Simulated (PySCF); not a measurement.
SMILES C[SiH](CC[SiH](Cl)Cl)C (C4H12Cl2Si2) at its GFN2-xTB optimised geometry (Å):

```
20

Si    -0.4184    -0.9609     0.0000
Cl    -1.0410    -1.8568    -1.7055
Cl    -1.0400     0.9609     0.0000
C     -1.1518    -1.8631     1.5050
C     -0.7642    -1.2206     2.8403
Si    -1.5528    -2.1021     4.3424
C     -0.9744    -3.9148     4.3928
C     -1.0204    -1.2090     5.9336
H      1.0400    -0.9609     0.0000
H     -0.8259    -2.9042     1.5037
H     -2.2419    -1.8872     1.4288
H     -1.0670    -0.1730     2.8317
H      0.3230    -1.2210     2.9328
H     -3.0206    -2.0558     4.2035
H     -1.3532    -4.4213     5.2752
H     -1.3227    -4.4694     3.5267
H      0.1098    -3.9874     4.4151
H     -1.4700    -1.6697     6.8075
H      0.0572    -1.2370     6.0672
H     -1.3217    -0.1663     5.9218
```

Computed with B3LYP/def2-SVP in PySCF. Cells within 0.4 Å of a nucleus heavier than hydrogen are left out (blank, or x).

Map of the log10 of the electron density (e/bohr³), floored at −4 on the plane z = 0.0 Å:

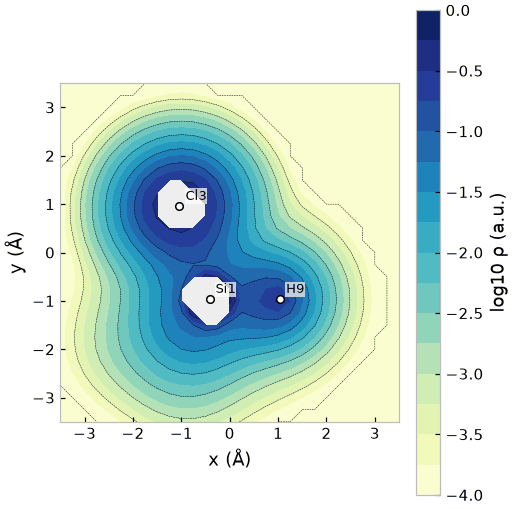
*Log10 of the electron density (e/bohr³), floored at −4 on the plane z = 0.0 Å.*
